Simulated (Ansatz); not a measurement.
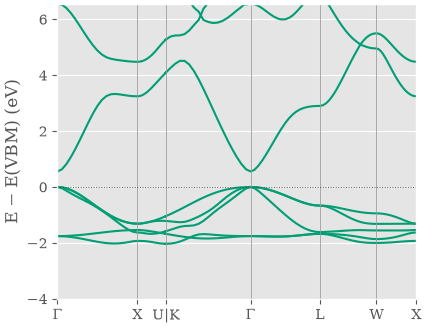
Figure. Band structure from PBEsol (plane waves, PAW; program Ansatz)

Problem. Read off the gap and where the band edges lie.

Solution. About 0.6 eV (0.55 eV by a search for the band edges); maximum at Γ, minimum at Γ.

Problem. Which of these materials gives this?
(A) C, Fd-3m (C on 32e)
(B) Be2C, fluorite or antifluorite type
(C) AgI, zinc blende
(D) CuCl, zinc blende

Solution. D, CuCl, zinc blende

Space group F-43m (zinc blende). Symmetry was held in the PBEsol relaxation. No spin polarisation was allowed.

Potentials: the earlier of the program's two PAW sets. The files were generated under PBE; for other functionals the program regenerates the frozen cores, and for LDA and PBEsol the local potential too.
